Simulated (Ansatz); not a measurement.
# InH3Cl− ([InClH3]-) at 6 levels

We compute a comparison of 6 runs (B3LYP/STO-3G, BLYP/STO-3G, HSE06/STO-3G, BCCD(T)/STO-3G, CCSDT(Q)/STO-3G, UCCSD(T)/STO-3G) of InH3Cl− ([InClH3]-). 

Program for the calculation: Ansatz 0.2.0.

6 further runs of the same task are left out: 6 that didn't finish.

### 1 The system as given

InH3Cl−: 5 atoms, total charge -1, spin state singlet. SMILES: `[H][In-]([H])([H])[Cl]`. The Cl2–In1 distance was set to 5.849 Å, away from the relaxed value. At this shape a bond of the SMILES string is far longer than usual.

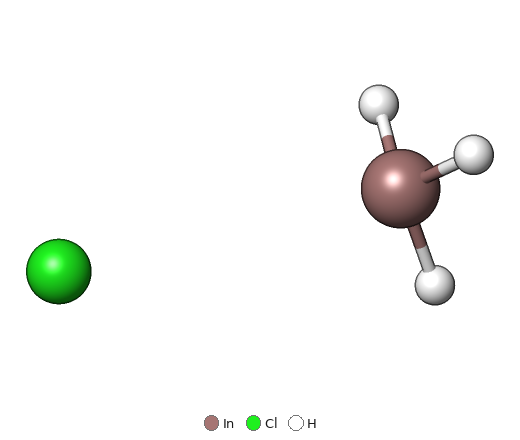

Viewed from a chosen angle; indium brown, chlorine green, hydrogen white.

### 2 A single-point energy at B3LYP/STO-3G (run 1)

The input, in.yaml:

```yaml
crystal:
  periodic: [false, false, false]
  atoms:
    - symbol: In
      position_ang: [-0.024575, 0.032075, -3.684706]
    - symbol: Cl
      position_ang: [0.012800, -0.020350, 2.163640]
    - symbol: H
      position_ang: [1.598365, 0.044835, -4.179936]
    - symbol: H
      position_ang: [-0.840515, 1.442445, -4.154946]
    - symbol: H
      position_ang: [-0.835775, -1.373185, -4.180066]
basis:
  gaussian: {orbitals: STO-3G}
total_charge: -1
hamiltonian: {xc: {name: B3LYP}}
accuracy: high
```

Started as:

```bash
$ ansatz run in.yaml --threads 1 --pin off --max-ram 2610MiB --events-out events.jsonl --progress --plain --runs-dir runs
```

The program printed:

```text
Warning: RAYON_NUM_THREADS=1 ignored (pool sized by the plan → 1); use --threads N
Functional definition: B3LYP
  name "B3LYP"
  parameter a0 = 0.2
  parameter ax = 0.72
  parameter ac = 0.81
  exchange = (1 - a0 - ax)*slater_x + ax*b88_x + a0*exact_x
  correlation = (1 - ac)*vwn_rpa_c + ac*lyp_c
662 factors; integrals over basis functions are off by at most 2.1e-8 eV
mean field evaluation 1: about -167123.3905 eV, gradient 1.6e1 eV
mean field evaluation 2: about -167097.1538 eV, gradient 1.8e1 eV
mean field evaluation 4: about -167124.4133 eV, gradient 1.8e0 eV
mean field evaluation 8: about -167098.2077 eV, gradient 1.1e1 eV
mean field evaluation 16: about -167124.7153 eV, gradient 1.3e-1 eV
mean field evaluation 32: about -167124.6140 eV, gradient 2.7e0 eV
mean field -167124.71553990 eV, -6141.7200148906 hartree, gradient 6.6e-9 eV, S^2 0.000000; 2 other end points of the search recorded, 0 dependent functions left out
reference -167124.71557724 eV, -6141.7200162627 hartree; 35, 35 occupied and 4, 4 virtual orbitals, 662 factors
Total energy: -167124.71557724 eV, -6141.7200162627 hartree
```

Run time: 3.6 s. Hardware: 1 thread of Arm Neoverse V1, shared host; peak memory 0.13 GiB.

### 3 A single-point energy at BLYP/STO-3G (run 2)

The input, input.yaml:

```yaml
crystal:
  periodic: [false, false, false]
  atoms:
    - {symbol: In, position_ang: [-0.024575, 0.032075, -3.684706]}
    - {symbol: Cl, position_ang: [0.012800, -0.020350, 2.163640]}
    - {symbol: H, position_ang: [1.598365, 0.044835, -4.179936]}
    - {symbol: H, position_ang: [-0.840515, 1.442445, -4.154946]}
    - {symbol: H, position_ang: [-0.835775, -1.373185, -4.180066]}
basis:
  gaussian: {orbitals: STO-3G}
total_charge: -1
accuracy: high
hamiltonian: {xc: {name: BLYP}}
```

Started as:

```bash
$ ansatz run input.yaml --threads 1 --pin off --max-ram 2610MiB --events-out events.jsonl --progress --plain --runs-dir runs
```

The program printed (excerpt; [...] marks lines left out):

```text
Warning: RAYON_NUM_THREADS=1 ignored (pool sized by the plan → 1); use --threads N
Functional definition: BLYP
  name "BLYP"
[...]
662 factors; integrals over basis functions are off by at most 2.1e-8 eV
[...]
mean field -167119.40150237 eV, -6141.5247276134 hartree, gradient 6.4e-8 eV, S^2 0.000000; 4 other end points of the search recorded, 0 dependent functions left out
reference -167119.40155352 eV, -6141.5247294930 hartree; 35, 35 occupied and 4, 4 virtual orbitals, 662 factors
Total energy: -167119.40155352 eV, -6141.5247294930 hartree
```

Wall time 6 s (1 thread of Arm Neoverse V1, shared host); peak memory 0.11 GiB.

Runs 3 to 4 aren't shown in full; the table further down has their settings and results.

### 4 A single-point energy at CCSDT(Q)/STO-3G (run 5)

The input, molecule.yaml:

```yaml
crystal:
  periodic: [false, false, false]
  atoms:
    - {symbol: In, position_ang: [-0.024575, 0.032075, -3.684706]}
    - {symbol: Cl, position_ang: [0.012800, -0.020350, 2.163640]}
    - {symbol: H, position_ang: [1.598365, 0.044835, -4.179936]}
    - {symbol: H, position_ang: [-0.840515, 1.442445, -4.154946]}
    - {symbol: H, position_ang: [-0.835775, -1.373185, -4.180066]}
basis:
  gaussian:
    orbitals: STO-3G
total_charge: -1
correlation:
  method: ccsdt_q
  frozen_orbitals: {Cl: 5, H: 0, In: 18}
accuracy: high
scf:
  omitted_lower_state_checks: [cluster_reference, increment]
```

Started as:

```bash
$ ansatz run molecule.yaml --threads 1 --pin off --max-ram 2610MiB --events-out events.jsonl --progress --plain --runs-dir runs
```

The program printed:

```text
Warning: RAYON_NUM_THREADS=1 ignored (pool sized by the plan → 1); use --threads N
[... 11 lines left out ...]
23 core orbitals not correlated: weight in the atoms' cores, before any rotation towards them, 1.000 or more for the frozen orbitals, at most 0.000 for the correlated occupied ones
[... 32 lines left out ...]
Total energy: -167053.55672462 eV, -6139.1049766622 hartree
Checks for a lower state left out: cluster_reference, increment
```

Wall time 1.2 s (1 thread of Arm Neoverse V1, shared host); peak memory 0.1 GiB.

### 5 A single-point energy at UCCSD(T)/STO-3G (run 6)

The input, run.yaml:

```yaml
crystal:
  periodic: [false, false, false]
  atoms:
    - {symbol: In, position_ang: [-0.024575, 0.032075, -3.684706]}
    - {symbol: Cl, position_ang: [0.012800, -0.020350, 2.163640]}
    - {symbol: H, position_ang: [1.598365, 0.044835, -4.179936]}
    - {symbol: H, position_ang: [-0.840515, 1.442445, -4.154946]}
    - {symbol: H, position_ang: [-0.835775, -1.373185, -4.180066]}
basis:
  gaussian:
    orbitals: STO-3G
total_charge: -1
magnetization:
  spin_polarized: true
  initial_magnetization: 0
correlation:
  method: ccsd_t
  frozen_orbitals: {Cl: 5, H: 0, In: 18}
accuracy: high
scf:
  omitted_lower_state_checks: [cluster_reference, increment]
```

Started as:

```bash
$ ansatz run run.yaml --threads 1 --pin off --max-ram 2610MiB --events-out events.jsonl --progress --plain --runs-dir runs
```

The program printed:

```text
Warning: RAYON_NUM_THREADS=1 ignored (pool sized by the plan → 1); use --threads N
[... 11 lines left out ...]
23 core orbitals not correlated: weight in the atoms' cores, before any rotation towards them, 1.000 or more for the frozen orbitals, at most 0.000 for the correlated occupied ones
[... 23 lines left out ...]
Total energy: -167053.55069136 eV, -6139.1047549437 hartree
Checks for a lower state left out: cluster_reference, increment
```

It took 0.99 s on 1 thread of Arm Neoverse V1, shared host; peak memory 0.12 GiB.

### 6 The series

```
run            level  frozen core orbitals   energy (Eh)  wall time
  1     B3LYP/STO-3G                     –  -6141.720016      3.6 s
  2      BLYP/STO-3G                     –  -6141.524729        6 s
  3     HSE06/STO-3G                     –  -6141.315930      6.6 s
  4   BCCD(T)/STO-3G                    23  -6139.104748     0.76 s
  5  CCSDT(Q)/STO-3G                    23  -6139.104977      1.2 s
  6  UCCSD(T)/STO-3G                    23  -6139.104755     0.99 s
```

### 7 Summary of results

| quantity | value |
| --- | --- |
| run 6: total energy | -6139.10475 Eh |
| run 6: correlation energy (23 core orbitals frozen) | -51.8 mEh |
| run 6: (T) correction | -0.43 mEh |
| run 6: T1 diagnostic | 0.005 |

In words: Totals of different functionals can't be ranked against each other. In runs 1, 2, 3, 4, 5, 6 the basis is minimal, so the values are rough. In runs 1, 2, 3, 4, 5, 6 relativity is left out where basis or elements ask for it. All runs together took 19 s, the longest 6.6 s.
